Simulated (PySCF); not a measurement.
SMILES OB(O)c1ccccc1O at its GFN2-xTB optimised geometry (Å):

```
17

O     -2.3479    -1.9406    -0.6464
B     -1.2195    -1.8212     0.0764
O     -0.8461    -2.8876     0.8542
C     -0.3872    -0.4790     0.0000
C     -1.0312     0.7579    -0.0354
C     -0.3242     1.9446    -0.0396
C      1.0614     1.9194    -0.0132
C      1.7306     0.7122     0.0000
C      1.0135    -0.4790     0.0000
O      1.7339    -1.6416    -0.0087
H     -2.8082    -2.7725    -0.5260
H     -0.1152    -2.7518     1.4561
H     -2.1104     0.7687    -0.0535
H     -0.8492     2.8876    -0.0623
H      1.6227     2.8420    -0.0121
H      2.8082     0.6648     0.0057
H      1.1443    -2.3890    -0.1668
```

Method: B3LYP/def2-SVP in PySCF. Cells within 0.4 Å of a nucleus heavier than hydrogen are left out (blank, or x).

Map of the HOMO−1 amplitude (bohr^(-3/2)) on the plane z = 0.6 Å; orbital energy -7.01 eV, overall sign arbitrary:

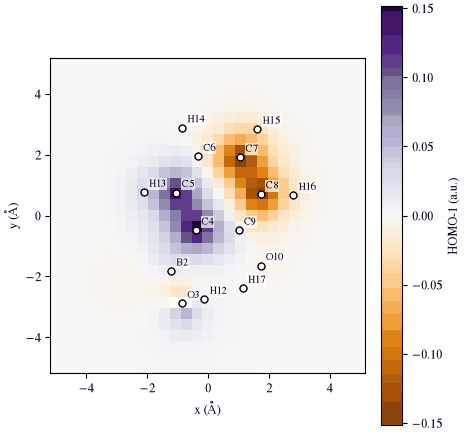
Figure. HOMO−1 amplitude (bohr^(-3/2)) on the plane z = 0.6 Å.
